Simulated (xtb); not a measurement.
## Geometry relaxation of BO (part 1 of 2)

System: BO, multiplicity 2.
Method: GFN1-xTB, ALPB solvent chcl3 (xtb 6.7.1 later snapshot).

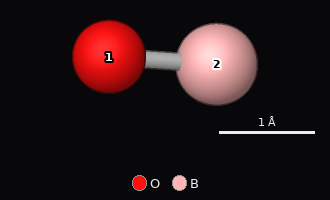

Fig. 1: The input geometry (ball-and-stick view, seen at a tilt; atoms are numbered from 1 in the order of the input).

**The input (geom.xyz)**
```
2
BO
O      0.983100    -0.565100     0.479900
B      0.020300    -0.011600     0.009900
```

Command:
```bash
xtb geom.xyz --alpb chcl3 -c 0 --uhf 1 --opt --gfn 1 > run.log
```

**The program's output**
```
* xtb version 6.7.1
   ID    Z sym.   atoms
    1    8 O      1
    2    5 B      2

           -------------------------------------------------
          |                Calculation Setup                |
           -------------------------------------------------

          program call               : xtb geom.xyz --alpb chcl3 -c 0 --uhf 1 --opt --gfn 1
          coordinate file            : geom.xyz
          omp threads                :                     1

           -------------------------------------------------
          |                 G F N 1 - x T B                 |
           -------------------------------------------------

      * Hamiltonian:
        H0-scaling (s, p, d)           1.850000    2.250000    2.000000
        zeta-weighting                 0.000000
      * Dispersion:
        s8                             2.400000
        a1                             0.630000
        a2                             5.000000
        s9                             0.000000
      * Repulsion:
        kExp                           1.500000
        rExp                           1.000000
      * Coulomb:
        alpha                          2.000000
        third order                    atomic
        anisotropic                    false
      * Halogen bond correction:
        rad-scale                      1.300000
        damping                        0.440000

      * Solvation model:               ALPB
        Solvent                        chcl3
        Parameter file                 internal GFN1-xTB/ALPB
        Dielectric constant                4.8100E+00
        Reference state                gsolv [1 M gas/solution]
        Free energy shift                  2.8899E-03 Eh       1.8134E+00 kcal/mol
        Temperature                        2.9815E+02 K
        Density                            1.4900E+00 kg/L
        Solvent mass                       1.1938E+02 g/mol
        Interaction kernel             P16
        Born radius scaling (c1)           1.4984E+00
        Born radii integrator          GBOBC
        Born offset                        0.0000E+00 a0       0.0000E+00 AA
        H-bond correction              false
        Ion screening                  false
        Surface tension                    1.0000E-05 Eh       1.5569E+01 dyn/cm
        Grid points                               230 per atom

          ...................................................
          :                      SETUP                      :
          :.................................................:
          :  # basis functions                   8          :
          :  # atomic orbitals                   8          :
          :  # shells                            4          :
          :  # electrons                         9          :
          :  # halogen bonds                     0          :
          :  max. iterations                   250          :
          :  Hamiltonian                  GFN1-xTB          :
          :  restarted?                      false          :
          :  GBSA solvation                   true          :
          :  PC potential                    false          :
          :  electronic temp.          300.0000000     K    :
          :  accuracy                    1.0000000          :
          :  -> integral cutoff          0.2500000E+02      :
          :  -> integral neglect         0.1000000E-07      :
          :  -> SCF convergence          0.1000000E-05 Eh   :
          :  -> wf. convergence          0.2000000E-04 e    :
          :  Broyden damping             0.4000000          :
          :  net charge                          0          :
          :  unpaired electrons                  1          :
          ...................................................

 iter      E             dE          RMSdq      gap      omega  full diag
   1     -6.0684034 -0.606840E+01  0.904E+00    5.32       0.0  T
   2     -6.1213848 -0.529814E-01  0.464E+00    5.45       1.0  T
   3     -6.1237851 -0.240037E-02  0.262E+00    5.41       1.0  T
   4     -6.1246954 -0.910307E-03  0.344E-01    5.43       1.0  T
   5     -6.1249470 -0.251531E-03  0.241E-02    5.43       2.9  T
   6     -6.1249481 -0.112160E-05  0.584E-03    5.43      12.1  T
   7     -6.1249481 -0.640332E-07  0.231E-04    5.43     305.9  T
   8     -6.1249481 -0.100883E-09  0.101E-07    5.43  100000.0  T
   9     -6.1249481  0.710543E-14  0.121E-10    5.43  100000.0  T

   *** convergence criteria satisfied after 9 iterations ***

         #    Occupation            Energy/Eh            Energy/eV
      -------------------------------------------------------------
         1        2.0000           -0.7806669             -21.2430
         2        2.0000           -0.6035039             -16.4222
         3        2.0000           -0.5672926             -15.4368
         4        2.0000           -0.5672926             -15.4368
         5        1.0000           -0.4039752             -10.9927 (HOMO)
         6                         -0.2045650              -5.5665 (LUMO)
         7                         -0.2045650              -5.5665
         8                          0.8579762              23.3467
      -------------------------------------------------------------
                  HL-Gap            0.1994102 Eh            5.4262 eV
             Fermi-level           -0.3949520 Eh          -10.7472 eV

 SCC (total)                   0 d,  0 h,  0 min,  0.001 sec
 SCC setup                      ...        0 min,  0.000 sec ( 12.181%)
 Dispersion                     ...        0 min,  0.000 sec (  1.409%)
 classical contributions        ...        0 min,  0.000 sec (  0.560%)
 integral evaluation            ...        0 min,  0.000 sec ( 13.036%)
 iterations                     ...        0 min,  0.001 sec ( 55.267%)
 molecular gradient             ...        0 min,  0.000 sec ( 12.116%)
 printout                       ...        0 min,  0.000 sec (  4.256%)

         :::::::::::::::::::::::::::::::::::::::::::::::::::::
         ::                     SUMMARY                     ::
         :::::::::::::::::::::::::::::::::::::::::::::::::::::
         :: total energy              -6.062989106737 Eh    ::
         :: w/o Gsasa/hb/shift        -6.062543189042 Eh    ::
         :: gradient norm              0.015120844333 Eh/a0 ::
         :: HOMO-LUMO gap              5.426228218278 eV    ::
         ::.................................................::
         :: SCC energy                -6.124948142720 Eh    ::
         :: -> electrostatic           0.040899995100 Eh    ::
         :: -> Gsolv                  -0.003739512185 Eh    ::
         ::    -> Gelec               -0.003293594491 Eh    ::
         ::    -> Gsasa               -0.003335770445 Eh    ::
         ::    -> Ghb                  0.000000000000 Eh    ::
         ::    -> Gshift               0.002889852750 Eh    ::
         :: repulsion energy           0.062122737254 Eh    ::
         :: dispersion energy         -0.000163701272 Eh    ::
         :: halogen bond corr.         0.000000000000 Eh    ::
         :: add. restraining           0.000000000000 Eh    ::
         :: total charge               0.000000000000 e     ::
         :::::::::::::::::::::::::::::::::::::::::::::::::::::

      -----------------------------------------------------------
     |                   =====================                   |
     |                        A N C O P T                        |
     |                   =====================                   |
     |               Approximate Normal Coordinate               |
     |                Rational Function Optimizer                |
      -----------------------------------------------------------

          ...................................................
          :                      SETUP                      :
          :.................................................:
          :   optimization level            normal          :
          :   max. optcycles                   200          :
          :   ANC micro-cycles                  20          :
          :   degrees of freedom                 1          :
          :.................................................:
          :   RF solver                   davidson          :
          :   write xtbopt.log                true          :
          :   linear (good luck)              true          :
          :   energy convergence         0.5000000E-05 Eh   :
          :   grad. convergence          0.1000000E-02 Eh/α :
          :   maximum RF displ.          1.0000000          :
          :   Hlow (freq-cutoff)         0.1000000E-01      :
          :   Hmax (freq-cutoff)         5.0000000          :
          :   S6 in model hess.         20.0000000          :
          ...................................................

generating ANC from exact Hessian ...
Using Lindh-Hessian (1995)
 Shifting diagonal of input Hessian by    0.0000000000000000
 Lowest  eigenvalues of input Hessian
    0.000000    0.000000    0.000000    0.000000    0.000000    1.875938
 Highest eigenvalues
    0.000000    0.000000    0.000000    0.000000    0.000000    1.875938

........................................................................
.............................. CYCLE    1 ..............................
........................................................................

 iter      E             dE          RMSdq      gap      omega  full diag
   1     -6.1249481 -0.612495E+01  0.299E-14    5.43       0.0  T
   2     -6.1249481  0.532907E-14  0.403E-14    5.43  100000.0  T
   3     -6.1249481 -0.266454E-14  0.503E-15    5.43  100000.0  T
     SCC iter.                  ...        0 min,  0.000 sec
     gradient                   ...        0 min,  0.000 sec
 * total energy  :    -6.0629891 Eh     change       -0.2664535E-14 Eh
   gradient norm :     0.0151208 Eh/α   predicted     0.0000000E+00 (-100.00%)
   displ. norm   :     0.0080599 α      lambda       -0.1218702E-03
   maximum displ.:     0.0080599 α      in ANC's #1, #1, #1, ...

........................................................................
.............................. CYCLE    2 ..............................
........................................................................

 iter      E             dE          RMSdq      gap      omega  full diag
   1     -6.1277452 -0.612775E+01  0.702E-02    5.47       0.0  T
   2     -6.1277507 -0.556980E-05  0.323E-02    5.46       2.2  T
   3     -6.1277519 -0.114586E-05  0.164E-02    5.46       4.3  T
   4     -6.1277519 -0.149331E-07  0.564E-05    5.46    1253.0  T
   5     -6.1277519 -0.665690E-11  0.387E-07    5.46  100000.0  T
     SCC iter.                  ...        0 min,  0.000 sec
     gradient                   ...        0 min,  0.000 sec
 * total energy  :    -6.0630518 Eh     change       -0.6270070E-04 Eh
   gradient norm :     0.0003361 Eh/α   predicted    -0.6094010E-04 (  -2.81%)
   displ. norm   :     0.0002749 α      lambda       -0.6481164E-07
   maximum displ.:     0.0002749 α      in ANC's #1, #1, #1, ...

........................................................................
.............................. CYCLE    3 ..............................
........................................................................
```
